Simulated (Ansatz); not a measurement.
All values below come from PBE (plane waves to 420 eV, PAW; Ansatz, a first-principles code).

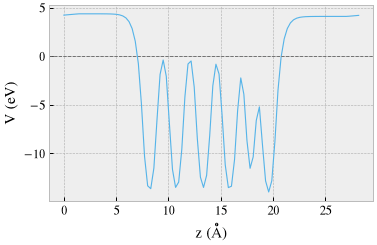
Fig. 1. Planar average of the electrostatic potential across the slab, in eV from the Fermi level, for a constructed model of the (0001) surface of hcp Hf (in the relaxation 1 Hf–Hf bonds formed), a layer of Ni in place of the second plane (bottom of the slab: a bare face, its two planes held)

Model: 6-atom slab, 12.1 Å thick at the start, 13x13x1 mesh, Fermi-Dirac 0.1 eV, dipole correction, 2 atoms held, the rest relaxed; held to the start's symmetry, so lower structures may exist; spin-polarised, ending with about 0.2 μB a cell; orders that need a larger cell were not tried, no spin-orbit, no U. It is one candidate, not shown to be the stable structure of the face.

The vacuum level lies 4.10 eV above the Fermi level over the top face and 4.36 eV above it under the bottom face.
